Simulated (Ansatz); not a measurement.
```yaml
atoms:
  - { symbol: Al, position_ang: [-1.7958, -0.4558, -0.6063] }
  - { symbol: Si, position_ang: [1.2081, 0.2059, 0.4158] }
  - { symbol: O, position_ang: [-2.2494, -1.9853, -0.6474] }
  - { symbol: H, position_ang: [0.0362, -0.7022, 0.0636] }
  - { symbol: Cl, position_ang: [-1.8092, 1.6172, -0.7739] }
  - { symbol: H, position_ang: [2.2648, -0.7266, 0.8657] }
  - { symbol: H, position_ang: [1.5868, 0.9362, -0.8121] }
  - { symbol: H, position_ang: [0.7586, 1.1106, 1.4946] }
```

The product side of a reaction path; geometry: PBE0-D4/def2-TZVP.

Computed with RKS PBE0-D4/def2-TZVPP (Ansatz).

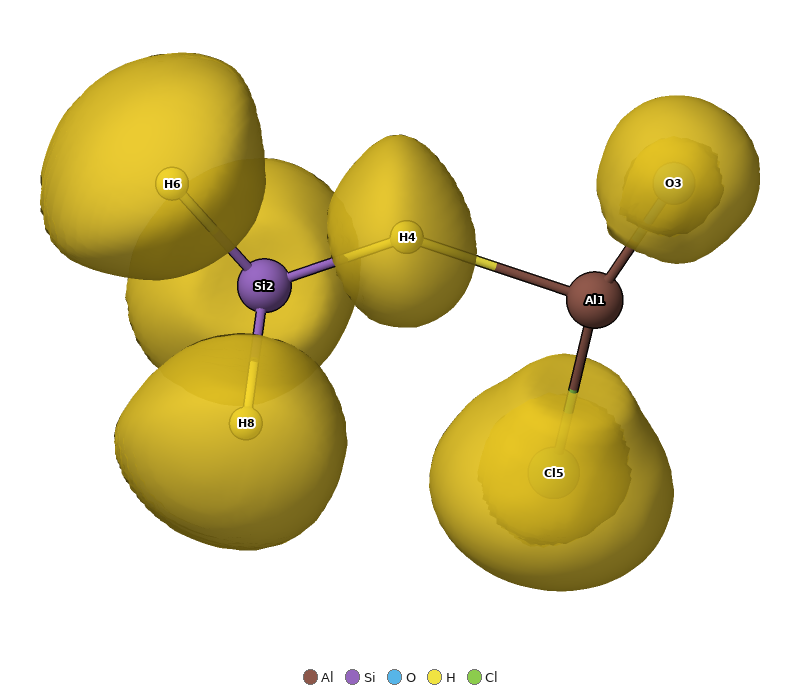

AlClH₄OSi. Isosurface of the ELF at 0.8 (yellow), seen at a tilt. Only the valence region is drawn (cores and ρ < 0.01 e/Å³ removed).

### Describe the localisation domains.

At this value the surface marks out four regions around hydrogen nuclei, one region wrapped around Cl (its valence shell) and one region wrapped around O (its valence shell).

Values along the shortest contacts:
Al1···H4 (1.97 Å): the ELF climbs to about 1 towards the hydrogen. Al–O (1.60 Å): the ELF peaks at about 0.85 in the valence shell of O, 0.6 Å from its nucleus, and is about 0.30 at the midpoint.
